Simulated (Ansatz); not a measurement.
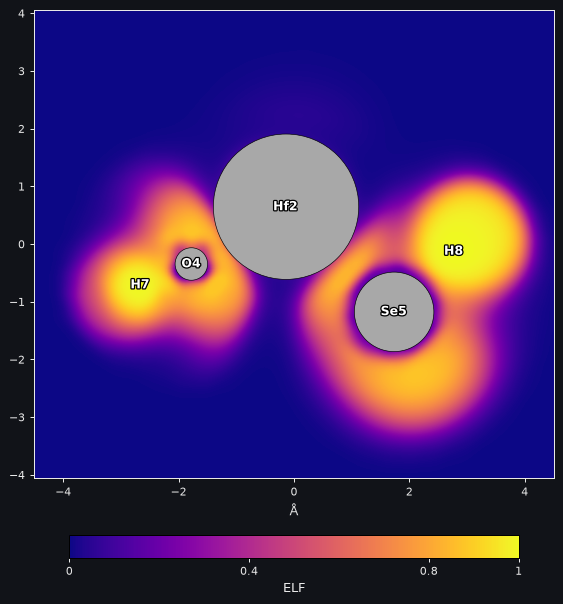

The picture shows: FH$_{3}$HfO$_{2}$Se. ELF on the plane of atoms O4, Hf2 and Se5. Grey discs cover the atomic cores.

Geometry: B3LYP-D3(BJ)/def2-SVP; core potentials replace the inner electrons of Hf.

Computed with isolated molecule in a Gaussian basis; Kohn-Sham density functional theory, functional PBE0 in Ansatz.

```
atom    x (Å)    y (Å)    z (Å)
   F  -0.9994  -1.8882   0.7501
  Hf   0.1861  -0.4843   0.1756
   O  -0.4866   1.1745   0.8730
   O   2.0007  -0.8707   0.6635
  Se   0.2126  -0.3813  -2.4358
   H  -0.7235   2.0236   1.2476
   H   2.8715  -0.9866   1.0465
   H  -1.2070   0.0360  -2.4476
```

**Interpret the plot.**

- The section cuts through Hf, O, Se and H sites.
- Hf–O (1.92 Å): the ELF peaks at about 0.80 in the valence shell of O, 0.5 Å from its nucleus, and drops to about 0.20 between the two atoms.
- Hf–Se (2.61 Å): the ELF peaks at about 0.85 in the valence shell of Se, 1.1 Å from its nucleus, and is about 0.60 at the midpoint.
- O–H (0.96 Å): the ELF climbs to about 1 towards the hydrogen, as it does in any bond to H; a covalent bond by its length.
- Se–H (1.48 Å): the ELF climbs to about 1 towards the hydrogen.
